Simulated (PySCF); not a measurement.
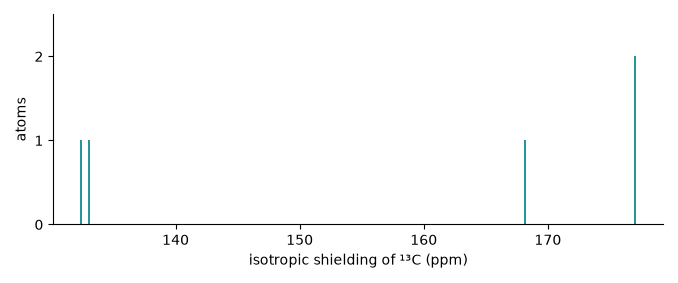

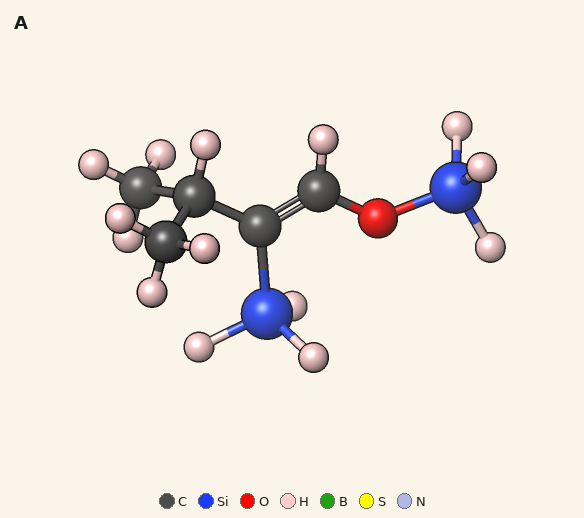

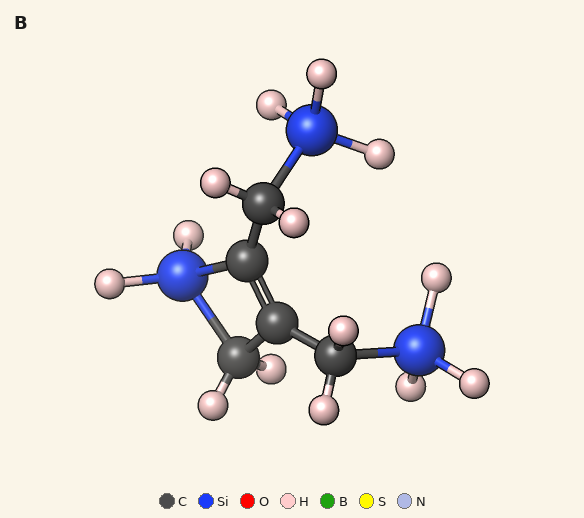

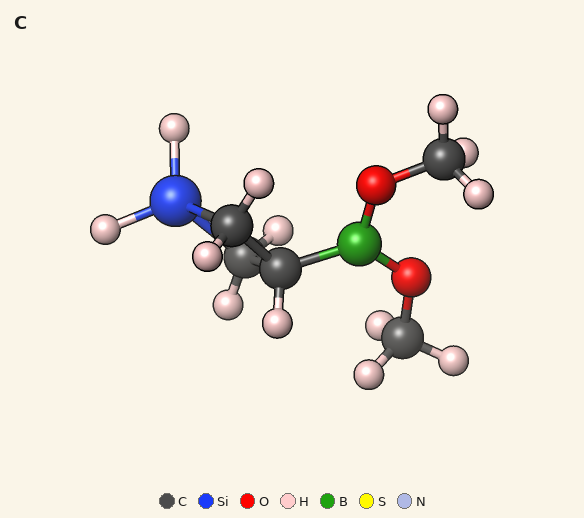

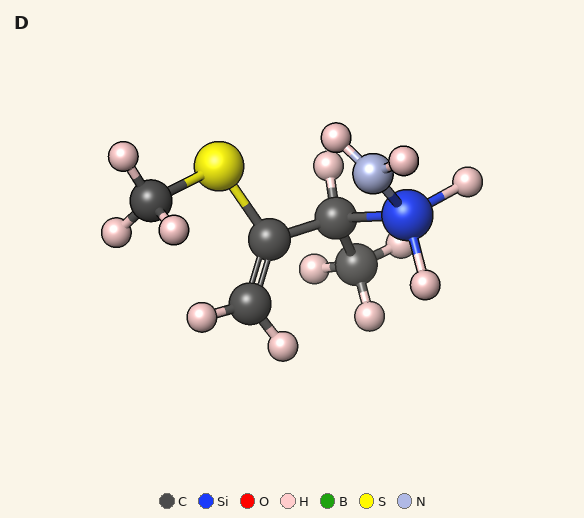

The sticks are computed shieldings of one of the molecules, for one fixed geometry (GFN2-xTB) without averaging over rotations. Low shielding means a high chemical shift. Method: GIAO PBE0/pcSseg-1 NMR shielding, non-relativistic, gas phase (PySCF 2.14.0).

Match the spectrum to a structure.

Answer. C, `COB(OC)C1C[SiH2]C1`. Its 5 C atoms give lines at 132.4, 133.0, 168.1, 177.1 (2 atoms) ppm.

The geometry is semi-empirical. Around B, Si such bond lengths and angles can be off by a tenth of an ångström or more and by several degrees, and values that hang on the shape move with them.
